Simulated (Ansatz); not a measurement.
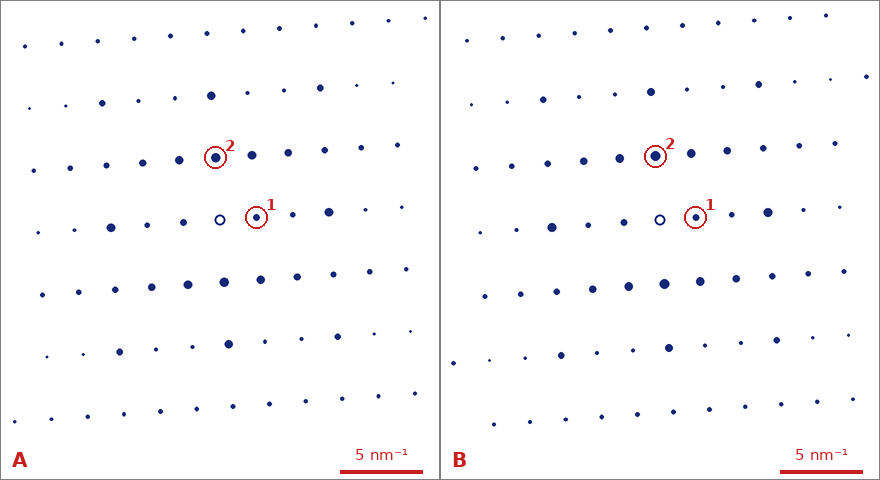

Kinematic electron diffraction patterns (300 kV, B = 0.5 Å², same scale) along [010] of the run's own cell, for the start and the end of one relaxation of NaTi2 with DFT PBE, scalar-relativistic, plane waves, PAW (Ansatz 0.2.0). k mesh 12×12×18. The start is a generated model structure, and the relaxation ends in the nearest stationary point of its symmetry, not necessarily the ground state. Spot 1 is -1 0 0 and spot 2 is 0 0 1 in both.

Start structure:

```
Na Ti
1.0
     5.16187    0.00000    0.00000
    -2.58094    4.47031    0.00000
     0.00000    0.00000    2.61579
Na Ti
1 2
Direct
  0.00000 0.00000 0.00000
  0.33333 0.66667 0.50000
  0.66667 0.33333 0.50000
```

Which pattern belongs to the start structure, and which to the relaxed one?

Answer. A is the start: its cell gives d(1) = 4.470 Å, d(2) = 2.616 Å and an angle of 90.0°. B is the relaxed structure, with d(1) = 4.525 Å (+1.2 %), d(2) = 2.541 Å (-2.9 %) and 90.0°.

Summarise the relaxation behind the change.

Answer. The volume changed by -0.5 % to 20.03 Å³ an atom; the fractional coordinates hardly changed; the space group stayed P6/mmm (No. 191); the free energy fell by 7.5 meV an atom. Relaxed cell: a = 5.225 Å, b = 5.225 Å, c = 2.541 Å, α = 90.00°, β = 90.00°, γ = 120.00°.
